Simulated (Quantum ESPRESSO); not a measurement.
# Voltage at the next charge: Rh(111), 4 layers, one monolayer of H on top sites against an electrode

**Set-up.** Quantum ESPRESSO 7.5, PBE, GBRV ultrasoft; ESM with bc3, a metal electrode 6.06 Å above the top atoms; cell area 6.253 Å²; ions fixed. V is the potential energy of an electron at the electrode over the slab's Fermi level, divided by e, so that it equals the work function at zero charge; positive charge removes electrons.

| charge (e a cell) | V (V) |
| --- | --- |
| 0 | 5.586 |
| 0.0094 | 7.133 |
| 0.0188 | 8.686 |

One more run was made and is withheld. What is V at a charge of 0.0375 e, and what capacitance do the rows imply?

**Worked estimate.** The last two rows give dV/dq = (8.686 − 7.133)/(0.0188 − 0.0094) = 165.2 V/e, so C = 1602/(6.253 × 165.2) = 1.55 µF/cm², an effective gap of 8.854/1.55 = 5.71 Å. At constant C, V = 8.686 + 165.2 × 0.0187 = 11.78 V.

**Check.** V = 11.790 V; the estimate misses by −0.01 V, 0.5 % of the step. Over the three intervals C goes 1.56, 1.55 and 1.54 µF/cm².

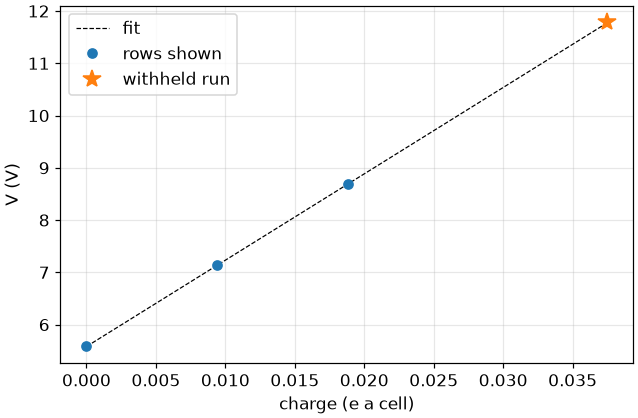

The rows shown, the fit and the withheld run.

**Limits.** Vacuum fills the gap; a dielectric or electrolyte would change C. The slab is thin.
